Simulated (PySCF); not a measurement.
**WOF4: singlet, from a trigonal bipyramidal (ligand arrangement 1) start**

Aim: relax WOF4 as a singlet from a trigonal bipyramidal (ligand arrangement 1) start, check by its vibrations whether the end is a minimum, and collect its spectrum and constants.

The runs use PySCF 2.14.0; PBE, basis W def2-TZVP with ECP60, O def2-TZVP, F def2-TZVP, scalar-relativistic core potentials, no spin–orbit coupling, density fitting.

## Step 1: Where the work starts

6 atoms, charge 0, spin multiplicity 1.

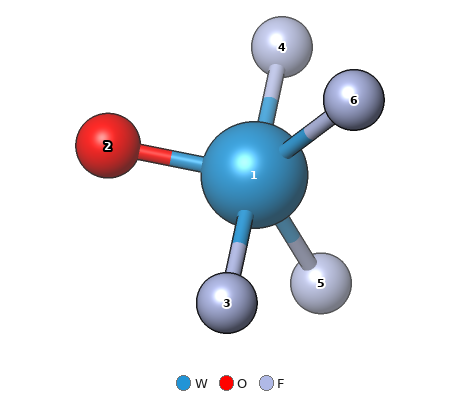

The starting geometry (tungsten blue, oxygen red, fluorine light blue); atoms are numbered from 1 in the order of the file.

```xyz
6
charge 0 multiplicity 1
W     0.0000   -0.0358    0.0000
O     0.0000   -1.8058    0.0000
F     2.0100   -0.0358    0.0000
F    -2.0100   -0.0358    0.0000
F     0.0000    0.9692   -1.7407
F     0.0000    0.9692    1.7407
```

## Step 2: Finding the electronic state

The steps below are one call of a driver around PySCF. For each, scf.py gives the equivalent set-up of the SCF; relaxations use the driver's own optimiser. After this first run the driver tries any further starts and a stability analysis.

File scf.py:

```python
from pyscf import gto, scf, dft
mol = gto.M(atom='''
W      0.000000    -0.035790     0.000000
O      0.000000    -1.805820    -0.000010
F      2.010000    -0.035790     0.000000
F     -2.010000    -0.035790     0.000000
F     -0.000000     0.969210    -1.740710
F     -0.000000     0.969210     1.740700''',
    basis={'W': 'def2-TZVP', 'O': 'def2-TZVP', 'F': 'def2-TZVP'},
    ecp={'W': 'def2-TZVP'},
    charge=0, spin=0)
mf = dft.RKS(mol, xc='PBE')
mf.grids.atom_grid = (50, 194)
aux = {'W': 'def2-universal-JKFIT', 'O': 'def2-universal-JKFIT', 'F': 'def2-universal-JKFIT'}
mf = mf.density_fit(auxbasis=aux)
mf.conv_tol = 1e-08
mf.diis_space = 10
mf.max_cycle = 60
mf.init_guess = 'minao'
mf.verbose = 4
mf.kernel()
```

Command:

```sh
$ OMP_NUM_THREADS=4 python axn.py task.json out
```

The program printed, shortened:

```text
[... the frontier levels of the middle cycles are left out ...]
init E= -521.121435083855
  HOMO = -0.554921384593709  LUMO = -0.25319329810855  gap/eV = 8.21044
cycle= 1 E= -540.621107646573  delta_E= -19.5  |g|= 2.29  |ddm|= 8.18
cycle= 2 E= -523.993239992905  delta_E= 16.6  |g|= 8.19  |ddm|= 6.89
  HOMO = -0.282383205977143  LUMO = -0.1964644986596  gap/eV = 2.33797
cycle= 3 E= -540.960031944404  delta_E=  -17  |g|= 2.15  |ddm|= 5.89
cycle= 4 E= -540.102170577057  delta_E= 0.858  |g|= 2.98  |ddm|= 1.92
cycle= 5 E= -541.62214784658  delta_E= -1.52  |g|= 0.794  |ddm|= 1.24
cycle= 6 E= -541.557596783489  delta_E= 0.0646  |g|= 0.986  |ddm|= 0.71
cycle= 7 E= -541.728162510175  delta_E= -0.171  |g|= 0.24  |ddm|= 0.337
cycle= 8 E= -541.738711275344  delta_E= -0.0105  |g|= 0.0423  |ddm|= 0.102
cycle= 9 E= -541.739003438261  delta_E= -0.000292  |g|= 0.016  |ddm|= 0.0174
cycle= 10 E= -541.739053585194  delta_E= -5.01e-05  |g|= 0.00258  |ddm|= 0.00925
cycle= 11 E= -541.739054224643  delta_E= -6.39e-07  |g|= 0.00178  |ddm|= 0.0017
cycle= 12 E= -541.739054692504  delta_E= -4.68e-07  |g|= 0.000822  |ddm|= 0.00101
cycle= 13 E= -541.739054818388  delta_E= -1.26e-07  |g|= 0.000136  |ddm|= 0.000503
cycle= 14 E= -541.739054821893  delta_E= -3.51e-09  |g|= 1.99e-05  |ddm|= 8.1e-05
  HOMO = -0.348399349536149  LUMO = -0.232476780650046  gap/eV = 3.15441
Extra cycle  E= -541.73905482142  delta_E= 4.73e-10  |g|= 5.43e-05  |ddm|= 3.91e-05
converged SCF energy = -541.73905482142
```

This step, with its further starts and checks, took 24 s on 4 threads of AMD EPYC 9R45 (Zen 5), shared host.

Energies from each starting density:

| start | energy (Eh) |
| --- | --- |
| the minimal-basis guess | -541.739055 |
| a thermally smeared density | -541.739055 |
| a smeared PBE density | -541.739055 |

No lower closed-shell solution turned up from the other starts or in the test of internal stability.

## Step 3: Relaxing the singlet from the trigonal bipyramidal (ligand arrangement 1) start

The program finds C2v symmetry in the start, which this walk keeps. The walk stops when the largest gradient is under 0.0003 Eh/bohr and the energy has settled too.

scf.py, as its differences from that of step 2:

```diff
@@ -3,6 +3,6 @@
-W      0.000000    -0.035790     0.000000
-O      0.000000    -1.805820    -0.000010
-F      2.010000    -0.035790     0.000000
-F     -2.010000    -0.035790     0.000000
-F     -0.000000     0.969210    -1.740710
-F     -0.000000     0.969210     1.740700''',
+W     -0.000000    -0.035788    -0.000000
+O     -0.000000    -1.805818    -0.000001
+F      2.010000    -0.035788    -0.000000
+F     -2.010000    -0.035788    -0.000000
+F      0.000000     0.969213    -1.740704
+F      0.000000     0.969211     1.740706''',
@@ -19 +18,0 @@
-mf.init_guess = 'minao'
```

Energy and gradient, step by step:

| step | energy (Eh) | change (kJ/mol) | largest symmetric gradient (Eh/bohr) |
| --- | --- | --- | --- |
| 0 | -541.739055 | 0.00 | 0.07858 |
| 1 | -541.782761 | -114.75 | 0.03209 |
| 2 | -541.789376 | -132.12 | 0.02079 |
| 3 | -541.793724 | -143.53 | 0.00698 |
| 4 | -541.796894 | -151.86 | 0.00818 |
| 5 | -541.797530 | -153.53 | 0.00624 |
| 6 | -541.797861 | -154.39 | 0.00054 |
| 7 | -541.797904 | -154.51 | 0.00055 |
| 8 | -541.797907 | -154.52 | 0.00013 |
| 9 | -541.797907 | -154.52 | 0.00008 |

The walk took 34 s.

Positions (Å) and forces (eV/Å) along the way:

```
step 0
W    0.000  -0.036   0.000   0.000  -1.107   0.000
O    0.000  -1.806   0.000   0.000   4.041   0.000
F    2.010  -0.036   0.000  -3.075   0.510   0.000
F   -2.010  -0.036   0.000   3.075   0.510   0.000
F    0.000   0.969  -1.741   0.000  -1.977   2.812
F    0.000   0.969   1.741   0.000  -1.977  -2.812
step 1
W    0.000  -0.041   0.000   0.000   1.650   0.000
O    0.000  -1.719   0.000   0.000  -1.000   0.000
F    1.907   0.007   0.000  -0.863   0.481   0.000
F   -1.907   0.007   0.000   0.863   0.481   0.000
F    0.000   0.885  -1.653   0.000  -0.806   0.668
F    0.000   0.885   1.653   0.000  -0.806  -0.668
step 5
W    0.000  -0.038   0.000   0.000   0.321   0.000
O    0.000  -1.731   0.000   0.000  -0.072   0.000
F    1.833   0.369   0.000  -0.231  -0.006   0.000
F   -1.833   0.369   0.000   0.231  -0.006   0.000
F    0.000   0.528  -1.787   0.000  -0.118   0.210
F    0.000   0.528   1.787   0.000  -0.118  -0.210
step 9
W    0.000  -0.038   0.000   0.000  -0.004   0.000
O    0.000  -1.733   0.000   0.000   0.002   0.000
F    1.804   0.449   0.000  -0.001   0.000   0.000
F   -1.804   0.449   0.000   0.001   0.000   0.000
F    0.000   0.449  -1.804   0.000   0.001  -0.001
F    0.000   0.449   1.804   0.000   0.001   0.001
```

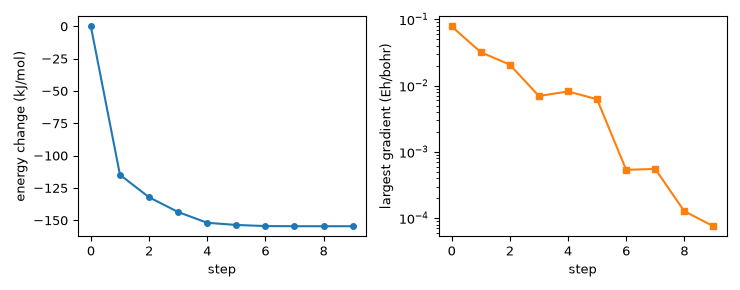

How energy and gradient fall.

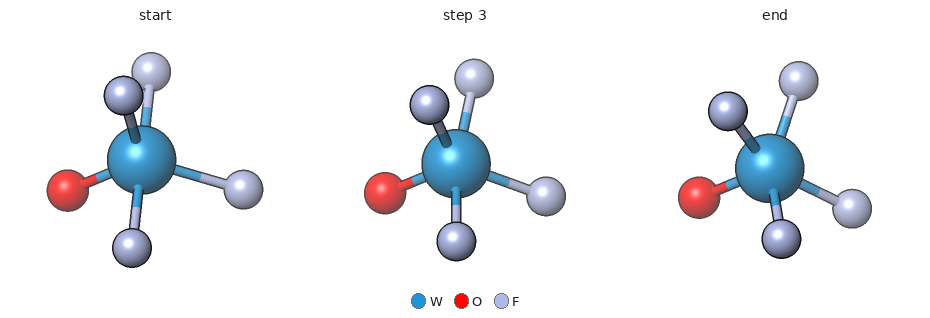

The geometry along the walk, at one scale.

End point (C4v, 9 steps, 154.5 kJ/mol gained): W–F 1.869 Å (×4), W–O 1.695 Å; F–W–F 86.1° (×4), F–W–F 149.8° (×2), F–W–O 105.1° (×4).

## Step 4: Hessian and properties

The point is checked on the finer grid, and tightened if its gradient asks for it. The Hessian and the dipole derivatives come from central differences of analytic gradients, with steps of 0.02 bohr.

scf.py, as its differences from that of step 3:

```diff
@@ -3,6 +3,6 @@
-W     -0.000000    -0.035788    -0.000000
-O     -0.000000    -1.805818    -0.000001
-F      2.010000    -0.035788    -0.000000
-F     -2.010000    -0.035788    -0.000000
-F      0.000000     0.969213    -1.740704
-F      0.000000     0.969211     1.740706''',
+W      0.000000    -0.032396    -0.000000
+O      0.000000    -1.727250    -0.000001
+F      1.805795     0.449105     0.000000
+F     -1.805795     0.449105     0.000000
+F      0.000000     0.449106    -1.805795
+F     -0.000000     0.449104     1.805795''',
@@ -13 +13 @@
-mf.grids.atom_grid = (50, 194)
+mf.grids.atom_grid = (75, 302)
@@ -16 +16 @@
-mf.conv_tol = 1e-08
+mf.conv_tol = 1e-10
```

This SCF starts from the last density.

Log of the central SCF (cycles and frontier levels):

```text
init E= -541.797881079548
  HOMO = -0.361755019380441  LUMO = -0.182510506072457  gap/eV = 4.87749
cycle= 1 E= -541.797881079037  delta_E= 5.12e-10  |g|= 5.55e-05  |ddm|= 3.27e-05
  HOMO = -0.361762687185196  LUMO = -0.182501734762965  gap/eV = 4.87794
cycle= 2 E= -541.797881069223  delta_E= 9.81e-09  |g|= 0.000238  |ddm|= 0.000138
  HOMO = -0.361755540220687  LUMO = -0.182508742685584  gap/eV = 4.87755
cycle= 3 E= -541.797881079427  delta_E= -1.02e-08  |g|= 2.94e-05  |ddm|= 0.000116
  HOMO = -0.361756427512177  LUMO = -0.182508953659354  gap/eV = 4.87757
cycle= 4 E= -541.797881079585  delta_E= -1.59e-10  |g|= 6.01e-07  |ddm|= 1.43e-05
  HOMO = -0.361756359218752  LUMO = -0.182508865139745  gap/eV = 4.87757
cycle= 5 E= -541.797881079582  delta_E= 2.84e-12  |g|= 2.96e-08  |ddm|= 4.71e-07
  HOMO = -0.361756353735937  LUMO = -0.182508867506737  gap/eV = 4.87757
Extra cycle  E= -541.797881079578  delta_E= 4.66e-12  |g|= 1.33e-07  |ddm|= 8.02e-08
converged SCF energy = -541.797881079578
```

The whole step took 69 s.

Geometry: C4v; W–F 1.869 Å (×4), W–O 1.695 Å; F–W–F 86.2° (×4), F–W–F 150.1° (×2), F–W–O 104.9° (×4).

Harmonic modes (main isotopes):

```csv
symmetry,ω (cm⁻¹),IR (km/mol),μ (u)
b1,98,0.0,19.00
e,229,36.8,20.82
a1,235,10.2,23.51
e,288,11.2,17.84
b2,324,0.0,19.00
b1,622,0.0,19.00
e,674,405,22.26
a1,699,35.4,19.56
a1,1035,85.1,17.30
```

All wavenumbers are real: a minimum.

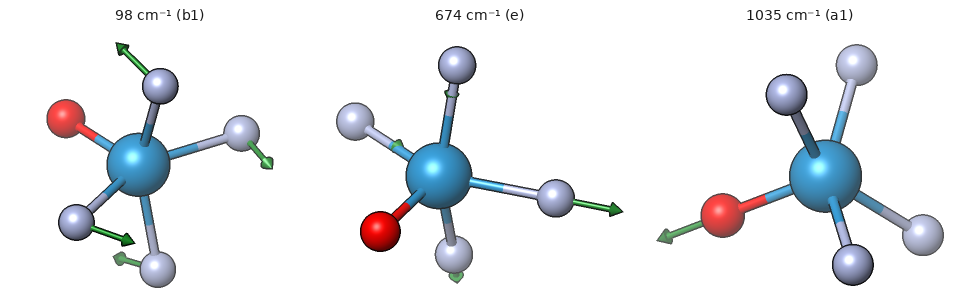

How the atoms move in 3 of the modes.

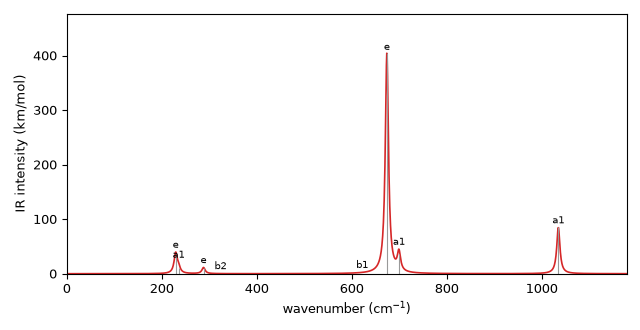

The harmonic infrared spectrum (widths in cm⁻¹). Lines are broadened to a width of 8 cm⁻¹ (Lorentzian).

Constants and moments:

| Item | Value |
| --- | --- |
| Dipole moment | 0.48 D |
| Highest occupied level | -9.84 eV |
| Lowest empty level | -4.97 eV |
| Rotational constants | 0.09008, 0.09008, 0.06803 cm⁻¹ |
| Zero-point energy | 32.3 kJ/mol |
| Principal polarisabilities | 41.9, 42.8, 42.8 bohr³ |
| Atomisation energy without zero-point energy | 3051 kJ/mol |
| Principal traceless quadrupole moments about the centre of mass | -1.51, -1.51, 3.03 D Å |
| Entropy at 298.15 K and 1 bar | 344.4 J/(mol K) |
| Heat capacity Cp at 298.15 K | 101.3 J/(mol K) |
| Enthalpy at 298.15 K above 0 K | 20.63 kJ/mol |
| Rotational symmetry number | 4 |

Charges (e) and bond orders:

```tsv
atom	Mulliken	Löwdin	polar tensor	Mayer order to W1
W1	1.53	0.86	2.99	–
O2	-0.34	-0.19	-0.55	2.15
F3,4,5,6	-0.30	-0.17	-0.61	1.05
```

Outer orbital energies (eV). occupied: -11.24, -10.91, -10.91, -10.78, -10.57, -10.16, -9.84, -9.84; empty: -4.97, -3.46, -3.46, -2.00.

Mulliken populations on W1 (outside its core potential): s 2.38, p 6.42, d 3.41, f 0.25.

## Step 5: Stability of the closed shell

At the lowest minimum the closed shell is tested against spin polarisation, on the (50, 194) grid. It is stable.

## Step 6: What came out

| quantity | value |
| --- | --- |
| minimum | singlet, C4v |
| geometry | W–F 1.869 Å (×4), W–O 1.695 Å; F–W–F 86.2° (×4), F–W–F 150.1° (×2), F–W–O 104.9° (×4) |
| wavenumbers (cm⁻¹) | 98 (b1), 229 (e), 235 (a1), 288 (e), 324 (b2), 622 (b1), 674 (e), 699 (a1), 1035 (a1) |
| dipole moment | 0.48 D |
| highest occupied, lowest empty level | -9.84, -4.97 eV |
| polar-tensor charge of W1 | +2.99 e |
| zero-point energy | 32.3 kJ/mol |
| entropy at 298.15 K | 344.4 J/(mol K) |
| atomisation energy (no zero-point energy) | 3051 kJ/mol |

From C2v at the start the molecule goes to a C4v minimum. In the infrared the band at 674 cm⁻¹ (e, stretch) leads. Other starts or spin states, not run here, may lie lower. With an element this heavy the missing spin–orbit coupling can shift these numbers.

The search up to here took 2.2 min on 4 threads of AMD EPYC 9R45 (Zen 5), shared host.
